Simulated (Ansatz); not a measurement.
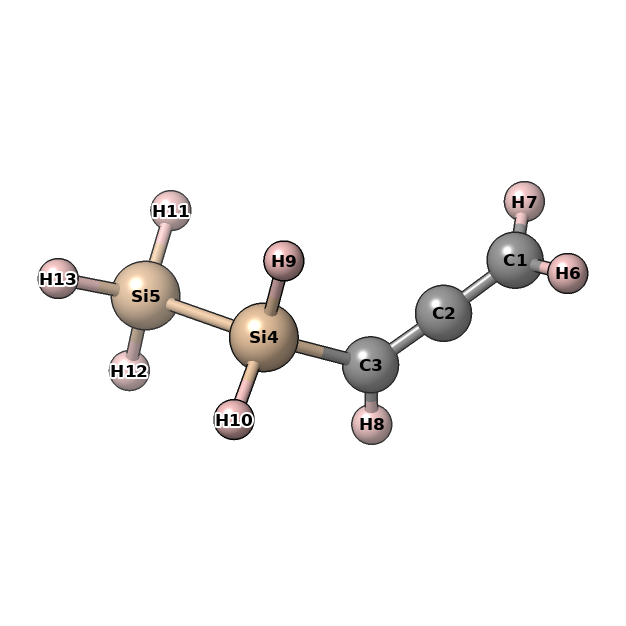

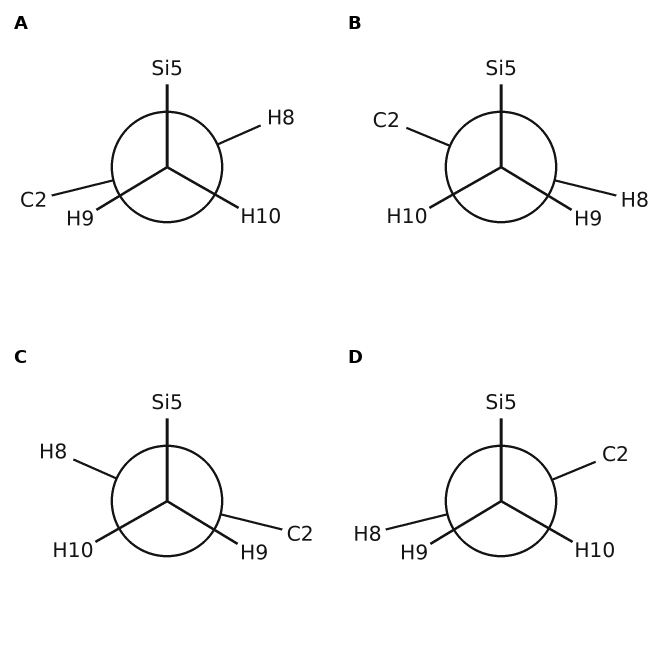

Atoms fade into the background with distance from the viewer. Bonds that would overlap in a projection are set slightly apart. The computed structure is the end point of a PBE0-D4/def2-TZVP optimisation. No frequency run is at hand to confirm it as a minimum.

### Which Newman projection shows the view along Si4–C3, with Si4 in front?

C. The torsion angle Si5–Si4–C3–C2 is 113°, anticlinal.
